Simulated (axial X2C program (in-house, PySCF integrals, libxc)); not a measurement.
**Run report: SrLi⁺, relativistic diatomic calculation**

System: SrLi⁺, single determinant with M_S = 1 and |Λ| = 0 (not the lowest found).
Method: PBE0, spin-free X2C-1e, Sr dyall-cv3z, Li dyall-cv3z (cores contracted) (axial X2C program (in-house, PySCF integrals, libxc)).

Input:
```
{"zs": [38, 3], "q": 1, "bas": ["dyall-cv3z", "dyall-cv3z"], "levels": ["PBE0", "HF", "BLYP"], "cc": true, "r0": 3.18, "thr": -2.0, "nmax": 90, "npts": 10, "nst": 2, "ntry": 6}
```

The line is the task of a batch: nuclear charges, charge, bases, the levels to run, a first guess of the distance and further settings. This report covers PBE0 without spin-orbit coupling. The log is that of the reference distance 3.405 Å, started from orbitals converged before.

Launched within a batch (the task file carries these settings):
```bash
python <driver script> task.json out
```

The program's output:
```
spin-free X2C-1e  PBE0
basis functions 174  fitting functions 869  grid points 5088
iter        total energy     max residual
   1      -3186.254549934     9.17e-05
   2      -3186.254549954     7.43e-05
   3      -3186.254549973     3.54e-06
   4      -3186.254549973     1.12e-06
converged
one-electron -4435.91667020  Coulomb 1339.27479076  exact exchange -26.42028444  xc functional -80.90933236  nuclear repulsion 17.71694627
```

The points of the curve:

| R (Å) | E (hartree) | dipole (D; origin at the first atom, positive when the second is positive) | highest filled (eV) | lowest empty (eV) |
| --- | --- | --- | --- | --- |
| 2.962 | −3186.239654 | 6.78 | −7.35 | −6.52 |
| 3.099 | −3186.245863 | 7.06 | −7.35 | −6.47 |
| 3.201 | −3186.249470 | 7.25 | −7.36 | −6.42 |
| 3.303 | −3186.252325 | 7.43 | −7.36 | −6.37 |
| 3.405 | −3186.254550 | 7.58 | −7.37 | −6.32 |
| 3.524 | −3186.256482 | 7.74 | −7.37 | −6.26 |
| 3.643 | −3186.257820 | 7.88 | −7.38 | −6.21 |
| 3.797 | −3186.258849 | 8.03 | −7.38 | −6.15 |
| 3.984 | −3186.259294 | 8.16 | −7.37 | −6.09 |

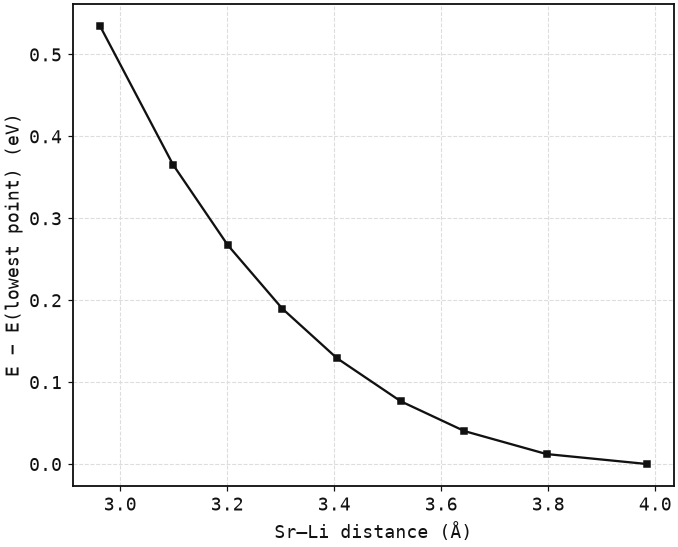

Energy at 9 bond lengths, for one set of occupations held fixed; the line joins the points. The lowest point is at 3.98 Å, the end of the range, so no minimum is bracketed. The lowest point lies 0.56 eV below Sr + Li⁺.

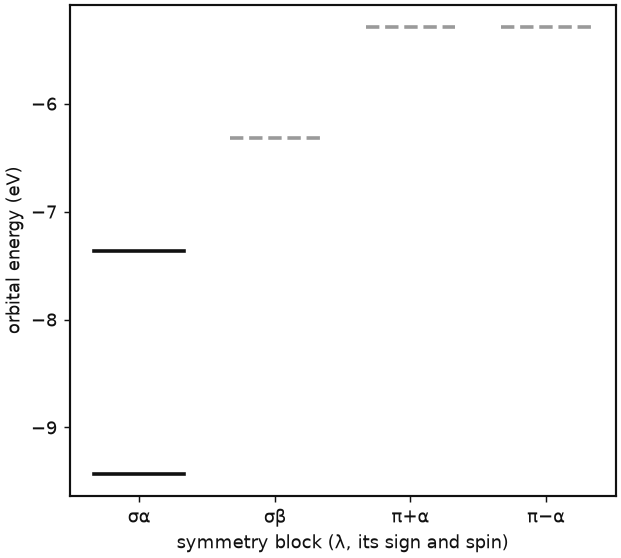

Orbital energies near the frontier at 3.40 Å, filled (solid) and empty (dashed); a label such as π−α means λ = −1 and α spin. The highest filled orbital (σα; 39 % Sr s, 25 % Sr d) lies at −7.37 eV, the lowest empty one (σβ; 59 % Sr s, 23 % Li s) at −6.32 eV.

Key numbers:

- outcome: converged
- largest ⟨S²⟩ along the curve: 2.00
- hardware: 1 thread of AMD EPYC (Zen 5), 16 GiB of memory available, shared host
- wall time: 2.6 s
- peak memory: 0.64 GiB

Notes:

Caveats: 9 of the 10 points asked for were kept.
